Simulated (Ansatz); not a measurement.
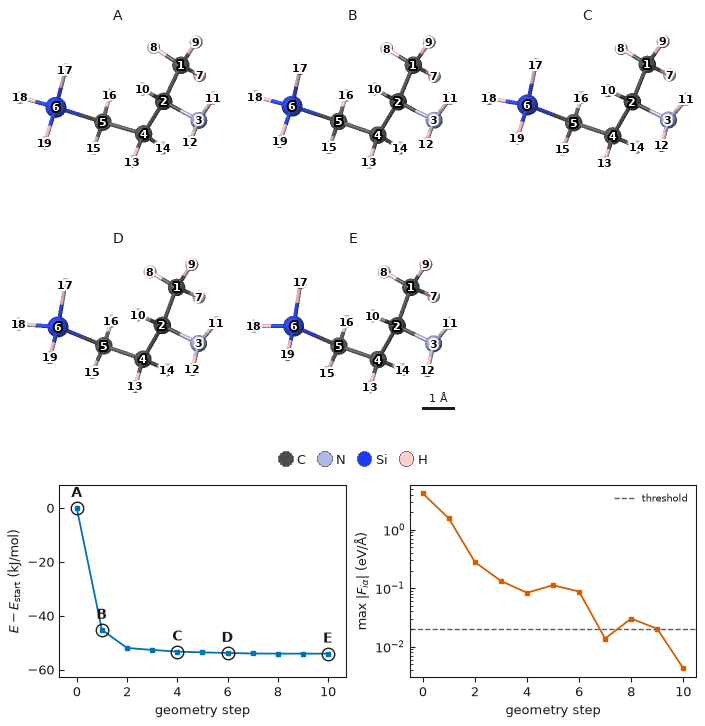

Frames of a relaxation of C$_{4}$H$_{13}$NSi, marked on the history of the run. A ball-and-stick model, seen at a tilt.

The run prepares an end point of a later path (hydrogen shift) calculation, from a guessed geometry.

Method: RKS PBE-D4/6-31G in Ansatz. Settings: no spin polarisation; force threshold 0.02 eV/Å; at most 50 steps.

Question: Describe the path.

Answer: The atom that moves furthest after the best rigid fit is H19 (0.55 Å). Largest moves by element: H 0.55 Å, C 0.18 Å, Si 0.16 Å, N 0.03 Å. Among the contacts that change: C2–C4 1.481 → 1.544 Å, C4–H13 1.166 → 1.109 Å, C1–H8 1.158 → 1.103 Å, C4–H14 1.053 → 1.107 Å. Among the angles between lasting bonds that change: H11–N3–H12 102.3° → 111.7°, C2–C4–H14 115.1° → 107.4°, C5–C4–H13 101.4° → 108.9°. The energy falls by 54.0 kJ/mol in 10 geometry steps. The largest force component goes from 4.2 to 0.0043 eV/Å. The forces were under the threshold at step 7, but the run went on from there. From step 0 to 1: H10 moves most (0.13 Å), energy −45.2 kJ/mol. From step 1 to 4: H17 moves most (0.18 Å), energy −8.07 kJ/mol. From step 4 to 6: H atoms move most (0.16 Å), energy −0.51 kJ/mol. From step 6 to 10: H19 moves most (0.15 Å), energy −0.26 kJ/mol.

```json
{"step": "0", "E − E(0), kJ/mol": "0.00", "largest force component, eV/Å": "4.1819"}
{"step": "1", "E − E(0), kJ/mol": "-45.20", "largest force component, eV/Å": "1.5669"}
{"step": "2", "E − E(0), kJ/mol": "-51.91", "largest force component, eV/Å": "0.2809"}
{"step": "3", "E − E(0), kJ/mol": "-52.64", "largest force component, eV/Å": "0.1332"}
{"step": "4", "E − E(0), kJ/mol": "-53.27", "largest force component, eV/Å": "0.0838"}
{"step": "5", "E − E(0), kJ/mol": "-53.54", "largest force component, eV/Å": "0.1126"}
{"step": "6", "E − E(0), kJ/mol": "-53.78", "largest force component, eV/Å": "0.0879"}
{"step": "7", "E − E(0), kJ/mol": "-53.96", "largest force component, eV/Å": "0.0138"}
{"step": "8", "E − E(0), kJ/mol": "-54.02", "largest force component, eV/Å": "0.0302"}
{"step": "9", "E − E(0), kJ/mol": "-54.03", "largest force component, eV/Å": "0.0203"}
{"step": "10", "E − E(0), kJ/mol": "-54.03", "largest force component, eV/Å": "0.0043"}
```

Limits of the set-up: the basis has no polarisation functions, which atoms past neon need.
